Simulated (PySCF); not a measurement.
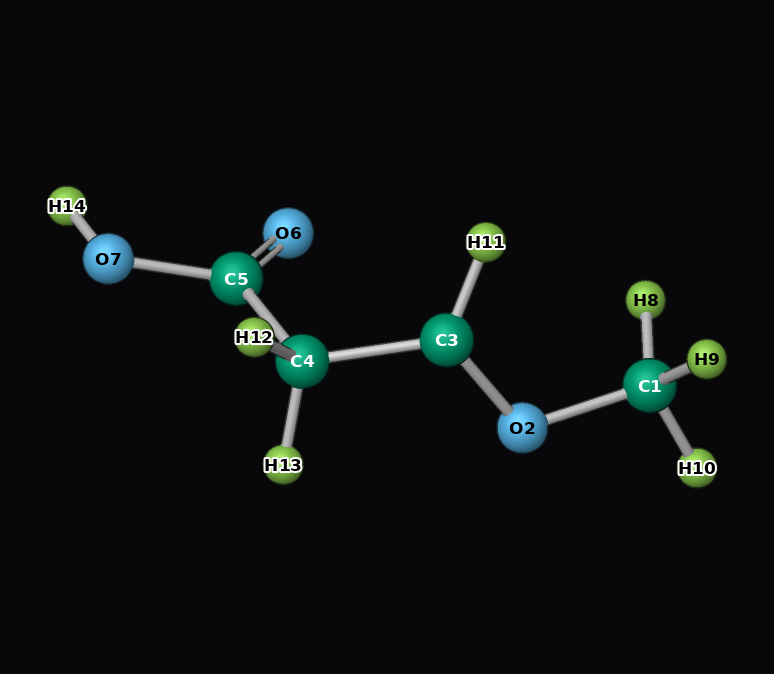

The questions are on Mulliken spin populations. State: neutral, doublet. The computed structure is the end point of a GFN2-xTB optimisation. No frequency run is at hand to confirm it as a minimum. Properties computed with UKS B3LYP, pcH-1 on C H O, non-relativistic (PySCF 2.14.0).

> Which atom carries the largest spin population?

C3 (0.89 e).

> Which atom has the lowest spin population?

C4 (−0.06 e); a negative value comes from spin polarisation.

List the Mulliken spin populations.

```csv
atom,value (e)
C1,−0.01
O2,0.13
C3,0.89
C4,−0.06
C5,0.04
O6,0.00
O7,0.00
H8,0.01
H9,0.02
H10,0.00
H11,−0.03
H12,0.01
H13,0.00
H14,0.00
```

Mulliken values depend strongly on the basis set.
